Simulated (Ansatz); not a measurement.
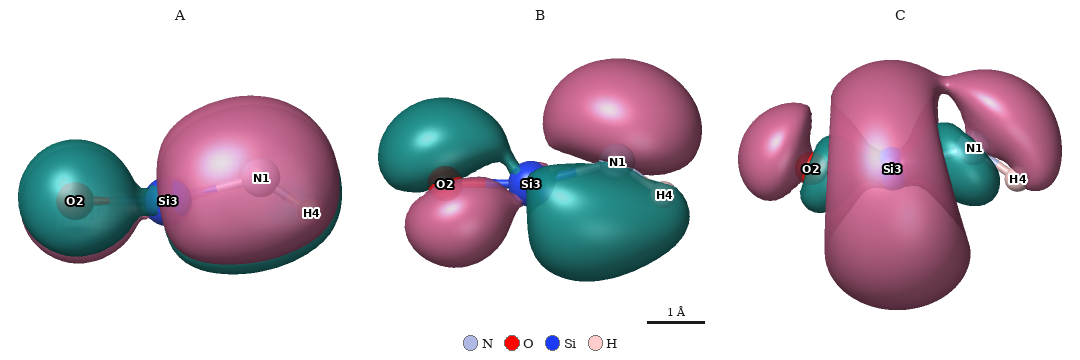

Figure 1: HNOSi. Three frontier orbitals at ±0.06 Å⁻³ᐟ² (teal and pink are the two phases), in no order.

Geometry: B3LYP/6-31G*.

Theory: isolated molecule in a Gaussian basis; Kohn-Sham density functional theory, functional PBE0 in Ansatz 0.2.0.

Input file:

```
crystal:
  periodic: [false, false, false]
  atoms:
    - symbol: N
      position_ang: [-0.791070, -0.777634, 0.149745]
    - symbol: O
      position_ang: [2.231248, -0.880109, -0.405488]
    - symbol: Si
      position_ang: [0.711788, -0.789675, -0.322503]
    - symbol: H
      position_ang: [-1.638906, -0.613673, -0.376055]
basis:
  gaussian: {orbitals: def2-TZVPD}
hamiltonian: {xc: pbe0}
output: {forces: true, orbitals: {seedname: orbitals}}
```

Run with:

```sh
ansatz run input.yaml --threads 1 --pin off --max-ram 2610MiB --events-out events.jsonl --progress --plain --runs-dir runs
```

Order the three orbitals by energy and name them.

B is the HOMO−1 (−9.02 eV). By Hirshfeld shares it lies mainly on N1 (about 55 %), O2 (about 25 %) and Si3 (about 20 %); it is symmetric in the molecular plane (an in-plane orbital: σ, lone-pair or in-plane π type); largely a combination of lone pairs on N1 and O2. A is the HOMO (−8.57 eV). It lies mainly on N1 (about 60 %), Si3 (about 20 %) and O2 (about 15 %); it changes sign across the molecular plane (π type); π-bonding across N1–Si3; π-antibonding (a node) across O2–Si3. C is the LUMO (−3.07 eV). By Hirshfeld shares it lies mainly on Si3 (about 65 %), N1 (about 20 %) and O2 (about 15 %); it is symmetric in the molecular plane (an in-plane orbital: σ, lone-pair or in-plane π type).

What is the HOMO–LUMO gap?

5.50 eV between the orbital energies.
